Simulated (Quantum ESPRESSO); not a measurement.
**BP (F-43m): optical modes of a strained layer**

How do the zone-centre modes of BP (F-43m) move in a layer strained in its (001) plane?

Calculated with Quantum ESPRESSO 7.5; DFT LDA, scalar-relativistic, plane waves, GBRV ultrasoft pseudopotentials.

## 1. The relaxed structure

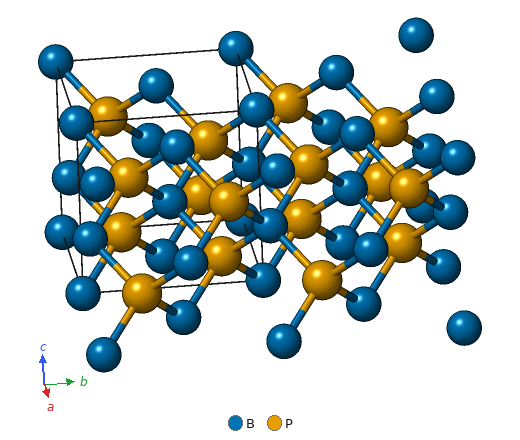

The starting structure, seen slightly off an axis (boron blue, phosphorus orange). 2×2×1 cells are drawn. This picture shows the conventional cell, with its axes. Bonds to atoms that aren't drawn are left out. Some periodic images of atoms are drawn too.

Coordinates:

```
CELL_PARAMETERS angstrom
-2.24642 0.00000 2.24642
0.00000 2.24642 2.24642
-2.24642 2.24642 0.00000
ATOMIC_POSITIONS crystal
B 0.00000 0.00000 0.00000
P 0.25000 0.25000 0.25000
```

This is the cell after its relaxation at this level of theory, not the database cell from which that began.

## 2. Strained cells

The in-plane lattice vectors are held at a strain ε, as on a substrate; the length along z is set so that σ_zz vanishes; symmetry keeps the atoms on their sites. Modes are taken without the LO-TO term. Cutoff 50 Ry, k mesh 12×12×12.

From the response at ε = -0.03:

Log:

```text
[banners, grids, parts of the stress and lines that vanish by symmetry left out]
Program PHONON v.7.5
     Reading xml data from directory:

[...]
Exchange-correlation= PZ
                           (   1   1   0   0   0   0   0)
[...]
kinetic-energy cut-off    =      50.0000  Ry
     charge density cut-off    =     400.0000  Ry
     convergence threshold     =      1.0E-18
[...]
Exchange-correlation= PZ
                           (   1   1   0   0   0   0   0)
[...]
q = (   0.0000000   0.0000000   0.0000000 )
      9 Sym.Ops. (with q -> -q+G )
     G cutoff =  359.6017  (  19731 G-vectors)     FFT grid: ( 40, 40, 40)
     G cutoff =  179.8008  (   6975 G-vectors)  smooth grid: ( 27, 27, 27)
     number of k points=   163
[...]
Mode symmetry, D_2d (-42m) point group:
[...]
Dielectric constant
[...]
End of electric fields calculation
          Dielectric constant in cartesian axis
          (       9.024547966       0.000000000      -0.000000000 )
          (       0.000000000       9.024547966       0.000000000 )
          (      -0.000000000       0.000000000       9.693856794 )
          Effective charges (d Force / dE) in cartesian axis without acoustic sum rule applied (asr)
           atom    1  B     Mean Z*:       -0.77866
      Ex  (       -0.79058        0.00000        0.00000 )
      Ey  (        0.00000       -0.79058       -0.00000 )
      Ez  (        0.00000        0.00000       -0.75481 )
           atom    2  P     Mean Z*:        0.77457
      Ex  (        0.78609        0.00000       -0.00000 )
      Ey  (        0.00000        0.78609        0.00000 )
      Ez  (       -0.00000        0.00000        0.75152 )
          Effective charges Sum: Mean:       -0.00409
[...]
Effective charges (d Force / dE) in cartesian axis with asr applied:
           atom    1  B     Mean Z*:       -0.77661
[...]
atom    2  P     Mean Z*:        0.77661
[...]
Representation #   1 mode #   1
[...]
End of self-consistent calculation
     Convergence has been achieved
     Representation #   2 mode #   2
[...]
End of self-consistent calculation
     Convergence has been achieved
     Representation #   3 modes #   3   4
[...]
End of self-consistent calculation
     Convergence has been achieved
     Representation #   4 modes #   5   6
[...]
End of self-consistent calculation
     Convergence has been achieved
[...]
Dielectric constant in cartesian axis
          (       9.024547966       0.000000000      -0.000000000 )
          (       0.000000000       9.024547966       0.000000000 )
          (      -0.000000000       0.000000000       9.693856794 )
          Effective charges (d Force / dE) in cartesian axis without acoustic sum rule applied (asr)
           atom    1  B     Mean Z*:       -0.77866
      Ex  (       -0.79058        0.00000        0.00000 )
      Ey  (        0.00000       -0.79058       -0.00000 )
      Ez  (        0.00000        0.00000       -0.75481 )
           atom    2  P     Mean Z*:        0.77457
      Ex  (        0.78609        0.00000       -0.00000 )
      Ey  (        0.00000        0.78609        0.00000 )
      Ez  (       -0.00000        0.00000        0.75152 )
          Effective charges Sum: Mean:       -0.00409
[...]
Effective charges (d Force / dE) in cartesian axis with asr applied:
           atom    1  B     Mean Z*:       -0.77661
[...]
atom    2  P     Mean Z*:        0.77661
[...]
q = (    0.000000000   0.000000000   0.000000000 )
[...]
freq (    1) =      -0.272319 [THz] =      -9.083593 [cm-1]
     freq (    2) =      -0.272319 [THz] =      -9.083593 [cm-1]
     freq (    3) =      -0.254272 [THz] =      -8.481585 [cm-1]
     freq (    4) =      25.698207 [THz] =     857.199927 [cm-1]
     freq (    5) =      25.698207 [THz] =     857.199927 [cm-1]
     freq (    6) =      25.750179 [THz] =     858.933519 [cm-1]
[...]
Mode symmetry, D_2d (-42m) point group:
     freq (   1-   2) =         -9.1  [cm-1]   --> E    X_5  W_3   I+R
     freq (   3-   3) =         -8.5  [cm-1]   --> B_2  X_3  W_2   I+R
     freq (   4-   5) =        857.2  [cm-1]   --> E    X_5  W_3   I+R
     freq (   6-   6) =        858.9  [cm-1]   --> B_2  X_3  W_2   I+R

   JOB DONE.
```

The run at ε = 0.01 is held back.

| ε | ε_zz | σ_xx (GPa, tension positive) | singlet (cm⁻¹) | doublet (cm⁻¹) |
| --- | --- | --- | --- | --- |
| -0.03 | 0.0142 | -13.40 | 858.93 | 857.20 |
| -0.02 | 0.0094 | -8.63 | 845.78 | 845.45 |
| -0.01 | 0.0047 | -4.18 | 833.01 | 833.27 |
| 0 | 0.0000 | -0.02 | 820.63 | 820.63 |
| 0.01 | -0.0047 | 3.87 | held back | held back |
| 0.02 | -0.0094 | 7.48 | 797.04 | 794.09 |
| 0.03 | -0.0141 | 10.85 | 785.79 | 780.20 |

## 3. The fit

Parabolas ω = ω₀ + a ε + b ε² through the other rows:

| mode | ω₀ (cm⁻¹) | a (cm⁻¹) | b (cm⁻¹) |
| --- | --- | --- | --- |
| singlet | 820.6 | -1219 | 1921 |
| doublet | 820.6 | -1284 | -2153 |

The biaxial modulus, the linear term of σ_xx, is 404 GPa, so the singlet mode moves by a/M = -3.0 cm⁻¹ a GPa of tensile stress. The ratio −ε_zz/ε near zero is 0.47. For ε = 0.01 the fits predict 808.64 and 807.59 cm⁻¹.

## 4. The run that was held back

Log:

```text
[banners, grids, parts of the stress and lines that vanish by symmetry left out]
[banner, memory and clock lines left out]
Program PHONON v.7.5

[...]
Exchange-correlation= PZ
                           (   1   1   0   0   0   0   0)
[...]
kinetic-energy cut-off    =      50.0000  Ry
     charge density cut-off    =     400.0000  Ry
     convergence threshold     =      1.0E-18
[...]
Exchange-correlation= PZ
                           (   1   1   0   0   0   0   0)
[...]
q = (   0.0000000   0.0000000   0.0000000 )
      9 Sym.Ops. (with q -> -q+G )
     G cutoff =  367.1557  (  20971 G-vectors)     FFT grid: ( 40, 40, 40)
     G cutoff =  183.5778  (   7447 G-vectors)  smooth grid: ( 27, 27, 27)
     number of k points=   163
[...]
Mode symmetry, D_2d (-42m) point group:
[...]
Dielectric constant
[...]
End of electric fields calculation
          Dielectric constant in cartesian axis
          (       9.299261679       0.000000000       0.000000000 )
          (       0.000000000       9.299261679       0.000000000 )
          (       0.000000000       0.000000000       9.078376637 )
          Effective charges (d Force / dE) in cartesian axis without acoustic sum rule applied (asr)
           atom    1  B     Mean Z*:       -0.58058
      Ex  (       -0.57550       -0.00000       -0.00000 )
      Ey  (       -0.00000       -0.57550       -0.00000 )
      Ez  (       -0.00000       -0.00000       -0.59073 )
           atom    2  P     Mean Z*:        0.57655
      Ex  (        0.57155       -0.00000       -0.00000 )
      Ey  (       -0.00000        0.57155       -0.00000 )
[...]
Convergence has been achieved
     Representation #   4 modes #   5   6
[...]
End of self-consistent calculation
     Convergence has been achieved
[...]
Dielectric constant in cartesian axis
          (       9.299261679       0.000000000       0.000000000 )
          (       0.000000000       9.299261679       0.000000000 )
          (       0.000000000       0.000000000       9.078376637 )
          Effective charges (d Force / dE) in cartesian axis without acoustic sum rule applied (asr)
           atom    1  B     Mean Z*:       -0.58058
      Ex  (       -0.57550       -0.00000       -0.00000 )
      Ey  (       -0.00000       -0.57550       -0.00000 )
      Ez  (       -0.00000       -0.00000       -0.59073 )
           atom    2  P     Mean Z*:        0.57655
      Ex  (        0.57155       -0.00000       -0.00000 )
      Ey  (       -0.00000        0.57155       -0.00000 )
      Ez  (       -0.00000       -0.00000        0.58655 )
          Effective charges Sum: Mean:       -0.00403
[...]
Effective charges (d Force / dE) in cartesian axis with asr applied:
           atom    1  B     Mean Z*:       -0.57856
[...]
atom    2  P     Mean Z*:        0.57856
[...]
q = (    0.000000000   0.000000000   0.000000000 )
[...]
freq (    1) =      -0.195709 [THz] =      -6.528157 [cm-1]
     freq (    2) =      -0.195709 [THz] =      -6.528157 [cm-1]
     freq (    3) =      -0.144780 [THz] =      -4.829355 [cm-1]
     freq (    4) =      24.209691 [THz] =     807.548371 [cm-1]
     freq (    5) =      24.209691 [THz] =     807.548371 [cm-1]
     freq (    6) =      24.242047 [THz] =     808.627662 [cm-1]
[...]
Mode symmetry, D_2d (-42m) point group:
     freq (   1-   2) =         -6.5  [cm-1]   --> E    X_5  W_3   I+R
     freq (   3-   3) =         -4.8  [cm-1]   --> B_2  X_3  W_2   I+R
     freq (   4-   5) =        807.5  [cm-1]   --> E    X_5  W_3   I+R
     freq (   6-   6) =        808.6  [cm-1]   --> B_2  X_3  W_2   I+R
```

It gives 808.63 and 807.55 cm⁻¹.

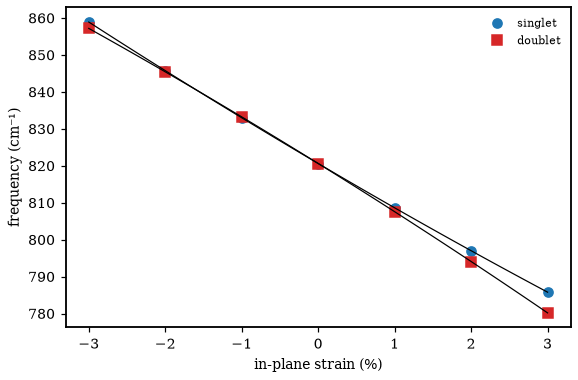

The two modes against in-plane strain, with the fits.

## 5. What came out

| Item | Value |
| --- | --- |
| strain coefficient of the singlet mode | -1219 cm⁻¹ |
| strain coefficient of the doublet mode | -1284 cm⁻¹ |
| biaxial modulus | 404 GPa |

In words: One per cent of tensile strain moves the singlet mode of BP (F-43m) by -12.2 cm⁻¹ and the doublet mode by -12.8 cm⁻¹; the fits miss the run held back by up to 0.04 cm⁻¹. At 3 % strain the quadratic term is 5 % of the linear one for the singlet mode and 5 % for the doublet mode. In a polar crystal the line seen along z is the LO mode, whose shift differs. These are harmonic values at zero temperature, without the LO-TO term, for a homogeneous, dislocation-free layer.

[Host names and launcher messages were left out of these logs when they were recorded.]

[Logs are printed without paths, hosts, clocks, repeated set-up lines and the standing remarks that a program may print on its own settings, such as how far it seeks lower states.]

[Hosts, paths, dates, database ids (printed as entryN), source tags and the programs' standing remarks are cut or masked in the printed files.]
